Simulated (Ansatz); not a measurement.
# B2Pd (built on the sites of a database entry of Ga2Pt): from the cell to its phonons, part 2 of 2

Wanted: vibrations and spectra of B2Pd (built on the sites of a database entry of Ga2Pt); the cell is already relaxed. After the zone centre comes a 4×4×4 q mesh on a 12×12×12 k mesh.

Ansatz 0.2.0; DFT PBEsol, scalar-relativistic, plane waves, norm-conserving pseudopotentials.

So far. Step 2 (Zone-centre response): Before it was imposed, the acoustic sum rule was missed by 5.9e-4 eV/Å². Small misses are needed for a sound result but don't prove that mesh and cutoff are converged. The lowest optical mode is real, 200 cm⁻¹.

The structure was built from a prototype and need not be the compound's stable phase.

## Step 3: Response at finite wavevector (continued)

The partial phonon density of states has structure finer than the step of the table below, so its rows give means over 50 cm⁻¹, whole bins alone (the curve runs from -276 to 512 cm⁻¹). Peaks (cm⁻¹: height): B 338.6: 0.0631, 432.7: 0.0321; Pd -171.6: 0.0127, 115.7: 0.00534, 333.7: 0.0274.

Phonopy on the run's constants, 19x19x19 mesh, Gaussian sigma 5.6 cm-1. Interpolated from a 4×4×4 q mesh. Table of partial phonon density of states by wavenumber; means over each step; values in 1/cm⁻¹/cell:

```
wavenumber (cm⁻¹)        B       Pd
             -250  0.00305  0.00357
             -200  0.00480  0.00719
             -150  0.00544   0.0111
             -100  0.00209  0.00638
              -50   7.0e-4  0.00288
                0   1.2e-4   6.0e-4
               50   5.0e-4  0.00280
              100   5.0e-4  0.00452
              150   1.3e-4  0.00356
              200   9.6e-4   1.0e-4
              250  0.00227   4.3e-4
              300  0.00892  0.00279
              350   0.0412   0.0123
              400   0.0205  0.00125
              450   0.0263   5.0e-4
```

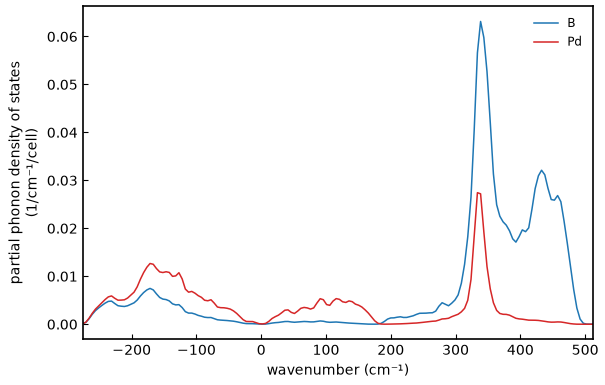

Partial phonon density of states, plotted against wavenumber.

Symmetry leaves 8 wavevectors to solve. The lowest mode among them, the acoustic zeros apart, lies at q = (0.25, -0.5, -0.25) and is imaginary, 266.4i cm⁻¹, so the energy falls along it.

## Step 4: Isotope substitution, element B, natural mass 10.81 amu

An isotope changes the mass and not the force constants, so no new electronic calculation is needed; the shifts show which modes move this element.

The same force constants with the mass of B changed from 10.810 to 10.013 u (phonopy, no LO-TO term). Both lists are sorted by frequency; levels can cross, so a row need not hold one and the same mode. Modes under 3 cm⁻¹ are left out. Isotope shifts, by row:

```csv
q,rank,natural mass (cm⁻¹),changed mass (cm⁻¹)
0 0 0,4,200.3,208.1
0 0 0,5,200.3,208.1
0 0 0,6,200.3,208.1
0 0 0,7,382.6,395.1
0 0 0,8,382.6,395.1
0 0 0,9,382.6,395.1
0 0 0.25,1,-166.4,-169.1
0 0 0.25,2,-126.1,-127.6
0 0 0.25,3,-126.1,-127.6
0 0 0.25,4,272,280.8
0 0 0.25,5,272,280.8
0 0 0.25,6,298.4,305.1
0 0 0.25,7,388.8,402
0 0 0.25,8,388.8,402
0 0 0.25,9,416.4,432.5
0 0 -0.5,1,-123,-124
0 0 -0.5,2,-123,-124
0 0 -0.5,3,-100.8,-102
0 0 -0.5,4,347.1,356.2
0 0 -0.5,5,369.7,381
0 0 -0.5,6,369.7,381
0 0 -0.5,7,401.5,417.1
0 0 -0.5,8,401.5,417.1
0 0 -0.5,9,462.2,480.2
0 0.25 0.25,1,-185.6,-188.4
0 0.25 0.25,2,-185.6,-188.4
0 0.25 0.25,3,118.4,118.7
0 0.25 0.25,4,285.4,296.6
0 0.25 0.25,5,321.5,329.5
0 0.25 0.25,6,321.5,329.5
0 0.25 0.25,7,351.5,364.5
0 0.25 0.25,8,426.6,442.7
0 0.25 0.25,9,426.6,442.7
```

A mode of this element alone would shift by +3.90 %. The highest zone-centre frequency without the field goes from 382.6 to 395.1 cm⁻¹ (+3.3 %). The product of the frequency ratios over all optical modes at Γ is 1.235; the product rule, (m/m′)^(3k/2) (M′/M)^(3/2) with k = 2 such atoms and M the mass of the cell, gives 1.235.

## Step 5: Another isotope, element Pd, natural mass 106.42 amu

The same for Pd, from 106.42 to 109.91 u.

The same force constants with the mass of Pd changed from 106.420 to 109.905 u (phonopy, no LO-TO term). Both lists are sorted by frequency; levels can cross, so a row need not hold one and the same mode. Modes under 3 cm⁻¹ are left out. Isotope shifts, by row:

```
          q  rank  natural mass (cm⁻¹)  changed mass (cm⁻¹)
      0 0 0     4                200.3                200.3
      0 0 0     5                200.3                200.3
      0 0 0     6                200.3                200.3
      0 0 0     7                382.6                381.6
      0 0 0     8                382.6                381.6
      0 0 0     9                382.6                381.6
   0 0 0.25     1               -166.4               -164.8
   0 0 0.25     2               -126.1               -124.7
   0 0 0.25     3               -126.1               -124.7
   0 0 0.25     4                  272                271.2
   0 0 0.25     5                  272                271.2
   0 0 0.25     6                298.4                296.4
   0 0 0.25     7                388.8                  388
   0 0 0.25     8                388.8                  388
   0 0 0.25     9                416.4                416.3
   0 0 -0.5     1                 -123               -121.5
   0 0 -0.5     2                 -123               -121.5
   0 0 -0.5     3               -100.8               -99.71
   0 0 -0.5     4                347.1                345.2
   0 0 -0.5     5                369.7                368.4
   0 0 -0.5     6                369.7                368.4
   0 0 -0.5     7                401.5                401.5
   0 0 -0.5     8                401.5                401.5
   0 0 -0.5     9                462.2                462.2
0 0.25 0.25     1               -185.6               -183.8
0 0.25 0.25     2               -185.6               -183.8
0 0.25 0.25     3                118.4                116.6
0 0.25 0.25     4                285.4                285.4
0 0.25 0.25     5                321.5                319.6
0 0.25 0.25     6                321.5                319.6
0 0.25 0.25     7                351.5                351.2
0 0.25 0.25     8                426.6                426.4
0 0.25 0.25     9                426.6                426.4
```

A mode of this element alone would shift by -1.60 %. The highest zone-centre frequency without the field goes from 382.6 to 381.6 cm⁻¹ (-0.3 %). The product of the frequency ratios over all optical modes at Γ is 0.992; the product rule, (m/m′)^(3k/2) (M′/M)^(3/2) with k = 1 such atoms and M the mass of the cell, gives 0.992.

## Step 6: Summary of results

```json
{"space group (within 0.01 Å)": "Fm-3m", "volume per atom": "10.5 Å³", "electronic character": "no gap on this mesh", "highest optical mode at the zone centre (no LO-TO term)": "383 cm⁻¹", "lowest optical zone-centre mode": "200 cm⁻¹", "lowest mode on the q mesh (acoustic modes at Γ apart)": "-266 cm⁻¹", "highest frequency on the path or at a solved wavevector": "488 cm⁻¹", "imaginary modes on the 4×4×4 q mesh": "yes"}
```

Modes are clearly imaginary (beyond 10i cm⁻¹) at 7 of the 8 irreducible wavevectors, most at q = (0.25, -0.5, -0.25) (266.4i cm⁻¹), so this structure is not a minimum of the energy. The optical modes at Γ span 200 to 383 cm⁻¹. The highest mode in this list at Γ, 382.6 cm⁻¹, is mostly motion of B (83 % of the kinetic energy). With no gap, or one that is small against the smearing, the frequencies hang on the k mesh and the smearing, most of all near Kohn anomalies. The starting cell was built on a prototype and not taken from a measurement, so the phase need not exist. These are harmonic frequencies at zero temperature: anharmonic shifts, linewidths and thermal expansion are left out.

[Logs are printed without paths, hosts, clocks, repeated set-up lines and the standing remarks that a program may print on its own settings, such as how far it seeks lower states.]

[Hosts, paths, dates, database ids (printed as entryN), source tags and the programs' standing remarks are cut or masked in the printed files.]
